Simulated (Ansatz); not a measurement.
**C2H4AlBO: single-point calculation**

C2H4AlBO, computed with RKS r2SCAN-D4/def2-TZVPP (Ansatz 0.2.0).

The geometry comes from this level: PBE0-D4/def2-TZVP. Figures and captions count atoms from 1; the log counts them from 0 in places.

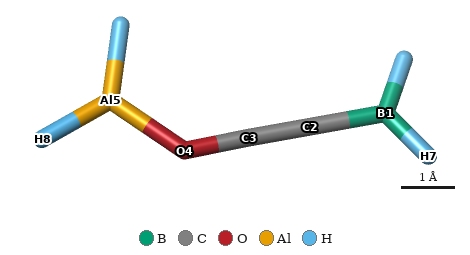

The structure (stick view, seen at a tilt; atoms are numbered from 1 in the order of the input). Sticks mark near contacts. Bond lengths as drawn: Al–H 1.57 Å, Al–O 1.74 Å, B–C 1.49 Å, B–H 1.20 Å, C–C 1.22 Å and C–O 1.27 Å.

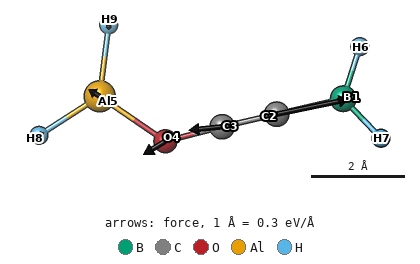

Forces on the atoms as black arrows (ball-and-stick view, seen on its broad side; atoms are numbered from 1 in the order of the input); the smallest are left out. The largest act on C2 (0.49 eV/Å); C3 (0.22 eV/Å); O4 (0.17 eV/Å). The geometry is not a stationary point of this energy.

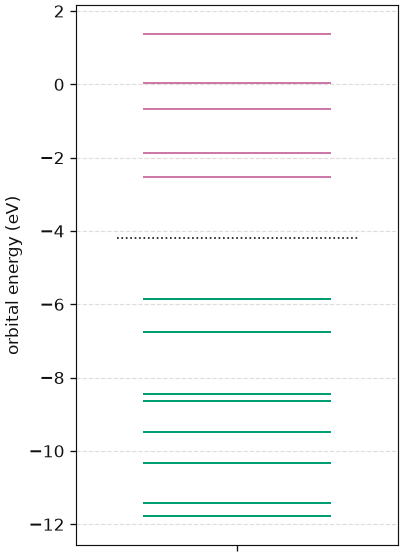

Orbital energies near the frontier; the dotted line parts filled from empty levels, and levels within 0.02 eV of each other stand side by side. Highest filled −5.86 eV, lowest empty −2.54 eV, 3.32 eV apart.

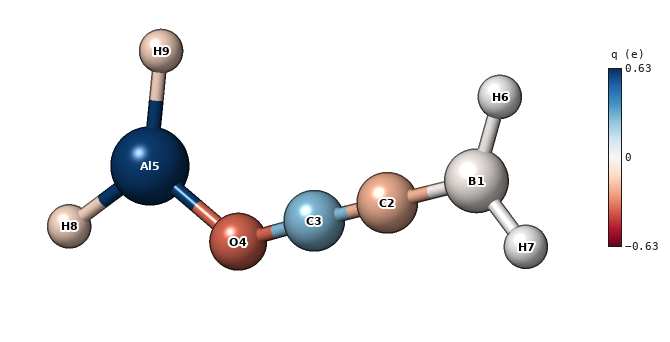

Mulliken charges, as the colour of each atom (ball-and-stick view, seen at a tilt; atoms are numbered from 1 in the order of the input). By element: B −0.03, C −0.21 to +0.27, O −0.36, Al +0.60 and H −0.13 to 0.00 e.

The input that produced these results follows, with the program's output.

## Input
```yaml
crystal:
  periodic: [false, false, false]
  atoms:
    - {symbol: B, position_ang: [-2.047032, 1.541565, 0.601884]}
    - {symbol: C, position_ang: [-0.844064, 0.868553, 0.048711]}
    - {symbol: C, position_ang: [0.141130, 0.316304, -0.403795]}
    - {symbol: O, position_ang: [1.174177, -0.240380, -0.897780]}
    - {symbol: Al, position_ang: [2.018705, -1.689035, -0.443347]}
    - {symbol: H, position_ang: [-2.641488, 1.059922, 1.522871]}
    - {symbol: H, position_ang: [-2.433232, 2.573068, 0.133160]}
    - {symbol: H, position_ang: [3.250841, -1.983583, -1.368409]}
    - {symbol: H, position_ang: [1.469463, -2.492714, 0.789606]}
basis:
  gaussian: {orbitals: def2-TZVPP}
hamiltonian: {xc: r2scan, dispersion: d4}
output: {forces: true, orbitals: {seedname: orbitals}}
```

Command:
```bash
ansatz run in.yaml --threads 2 --pin off --events-out ev --progress --plain --max-ram 4352MiB
```

## The program's output
```
Functional definition: r2SCAN
  name "r2SCAN"
  cite "Furness, Kaplan, Ning, Perdew & Sun, J. Phys. Chem. Lett. 11, 8208 (2020) doi:10.1021/acs.jpclett.0c02405"
  cite "Furness, Kaplan, Ning, Perdew & Sun, J. Phys. Chem. Lett. 11, 9248 (2020) doi:10.1021/acs.jpclett.0c03077"
  parent r2scan
  parameter k0 = 0.174
  parameter k1 = 0.065
  parameter a1 = 4.9479
  exchange = r2scan_x(k0 = k0, k1 = k1, a1 = a1)
  correlation = r2scan_c
1185 factors; their error is unknown
mean field evaluation 1: about -11448.1268 eV, gradient 6.1e1 eV
mean field evaluation 2: about -11419.9748 eV, gradient 1.0e2 eV
mean field evaluation 4: about -11455.6129 eV, gradient 1.9e1 eV
mean field evaluation 8: about -11456.4208 eV, gradient 1.0e-1 eV
mean field evaluation 16: about -11456.4097 eV, gradient 7.9e-3 eV
mean field -11456.40966096 eV, -421.0152896070 hartree, gradient 2.5e-5 eV, S^2 0.000000; 0 other end points of the search recorded, 0 dependent functions left out
the calculation of the forces begins
reference -11456.40967794 eV, -421.0152902309 hartree; 21, 21 occupied and 201, 201 virtual orbitals, 1185 factors
Total energy: -11456.44885877 eV, -421.0167301000 hartree
Atom 0 at    -2.047032     1.541565     0.601884 Å, force     0.045231    -0.020349    -0.016353 eV/Å
Atom 1 at    -0.844064     0.868553     0.048711 Å, force    -0.393902     0.228050     0.172092 eV/Å
Atom 2 at     0.141130     0.316304    -0.403795 Å, force     0.177422    -0.120213    -0.063231 eV/Å
Atom 3 at     1.174177    -0.240380    -0.897780 Å, force     0.136917    -0.036630    -0.098415 eV/Å
Atom 4 at     2.018705    -1.689035    -0.443347 Å, force     0.046941    -0.073011     0.019546 eV/Å
Atom 5 at    -2.641488     1.059922     1.522871 Å, force     0.007003     0.017000    -0.022700 eV/Å
Atom 6 at    -2.433232     2.573068     0.133160 Å, force     0.001533    -0.025002     0.015488 eV/Å
Atom 7 at     3.250841    -1.983583    -1.368409 Å, force    -0.031258     0.009904     0.021479 eV/Å
Atom 8 at     1.469463    -2.492714     0.789606 Å, force     0.010112     0.020251    -0.027906 eV/Å
Dipole moment:     0.612995    -0.562128    -0.094318 e Å
```

## Results in brief

- outcome: converged
- total energy: −11456.4489 eV
- mean-field energy: −11456.4097 eV
- dispersion energy: −0.0392 eV
- SCF solution under orbital rotations: stable
- HOMO: −5.86 eV
- LUMO: −2.54 eV
- largest force (length of the vector): 0.487 eV/Å
- dipole moment: 4.02 D
- hardware: 2 threads of Arm Neoverse V1, 23 GiB of memory available, shared host
- wall time: 6.5 s (CPU time 12 s)
- peak memory: 0.26 GiB
